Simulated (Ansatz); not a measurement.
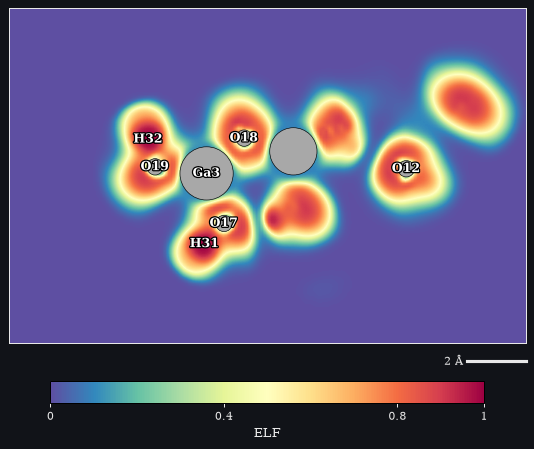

Figure 1: Ga5H13O14. ELF on the plane of atoms Ga3, O19 and H32. Grey discs cover the atomic cores.

Geometry: PBE-D4/def2-SVP.

Level of theory: RKS PBE0-D4/def2-TZVP (Ansatz).

```xyz
32

Ga    0.8299   -1.4750   -0.1161
Ga    0.7502    1.8340   -0.0720
Ga    0.9615   -3.9084    1.8213
Ga   -1.6285    0.0710    1.2972
Ga    0.3341    2.1939   -2.8814
O     0.0741    3.3582   -1.3749
O     0.5972    2.8231   -4.5430
O     0.9430    2.7986    1.4682
O     0.9829   -1.0693   -1.9047
O    -1.0099   -1.5547    0.4833
O    -3.3978   -0.0676    1.6231
O    -0.9679    0.8490   -2.7556
O     1.6672    1.4184   -1.7429
O    -1.1249    1.2191   -0.1512
O    -0.3995    0.5099    2.6142
O     1.3998    0.1356    0.7390
O    -0.8422   -3.6785    1.9772
O     1.7038   -2.9422    0.5311
O     1.7139   -5.0911    2.9316
H    -0.8620    3.5512   -1.1751
H     1.3152    3.4816   -4.5693
H     0.7724    3.7448    1.3136
H     0.1320   -0.7364   -2.2815
H    -1.1866   -2.3795    1.0379
H    -3.6255    0.3914    2.4519
H    -1.5902    0.7960   -3.5030
H     1.6376    0.3953   -1.8559
H    -1.3575    0.9607   -1.0948
H    -0.1646    1.4690    2.5785
H     0.9495    0.1749    1.6501
H    -1.2843   -4.1294    2.7179
H     2.6773   -5.1435    2.7854
```

**What do the fields say about this system?**

- The plane passes through Ga, O and H nuclei.
- Ga–O (1.77 Å): the ELF peaks at about 0.80 in the valence shell of O, 0.6 Å from its nucleus, and is about 0.25 at the midpoint.
- O–H (0.97 Å): the ELF climbs to about 1 towards the hydrogen, as it does in any bond to H: a covalent bond by its length.
- Ga–O (1.82 Å): the ELF peaks at about 0.85 in the valence shell of O, 0.6 Å from its nucleus, and is about 0.25 at the midpoint.
- The ELF also peaks beside O10, O19, O18 and O7, away from the bonds: lone-pair regions.
